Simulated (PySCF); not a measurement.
System: C₄H₈FNSi.

The calculation's input:

```
{"job": {"kind": "nmr", "xc": "PBE0", "basis": "pcSseg-1"}, "charge": 0, "multiplicity": 1}
C     -1.906916     0.765602    -0.560510
C     -1.225032    -0.313222    -0.924885
C     -0.020616    -0.808155    -0.277556
C      0.526035    -1.950163    -0.703928
Si     0.759469     0.145203     1.151895
N      1.415241     1.606441     0.539019
F      2.057021    -0.661383     1.672971
H     -2.796653     1.075750    -1.082208
H     -1.608324     1.372669     0.277823
H     -1.572706    -0.898146    -1.769309
H      1.412304    -2.357727    -0.249629
H      0.103587    -2.517752    -1.520653
H     -0.077220     0.200967     2.349856
H      2.075331     2.123637     1.096156
H      0.854066     2.224267    -0.020952
```

Run with:

```sh
OMP_NUM_THREADS=1 python probes_run.py task.json out
```

Geometry: GFN2-xTB.

Computed with PySCF, PBE0/pcSseg-1, SCF density, gas phase, non-relativistic.

**What will maps of the electron density and electron localisation function show?**

C–C (1.33 Å): ρ at the midpoint is about 2.3 e/Å³; the ELF peaks at about 0.95 between the atoms; a multiple bond.
Si–F (1.61 Å): ρ is about 1.1 e/Å³ halfway; the ELF peaks at about 0.85 in the valence shell of F, 0.6 Å from its nucleus, and is about 0.55 at the midpoint.
C–Si (1.89 Å): ρ at the midpoint is about 0.96 e/Å³; the ELF peaks at about 1 between the atoms (a shared electron pair).
C–C (1.45 Å): ρ is about 1.8 e/Å³ halfway; the ELF peaks at about 0.95 between the atoms: localised, covalent bonding.

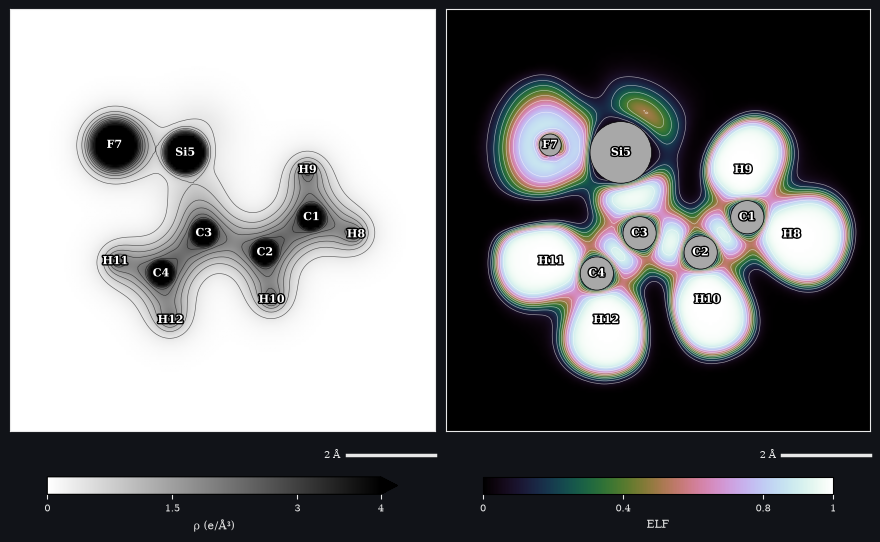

Computed electron density and electron localisation function on the plane of atoms C1, C2 and C3, in this order. Grey discs cover the atomic cores in the ELF map. 
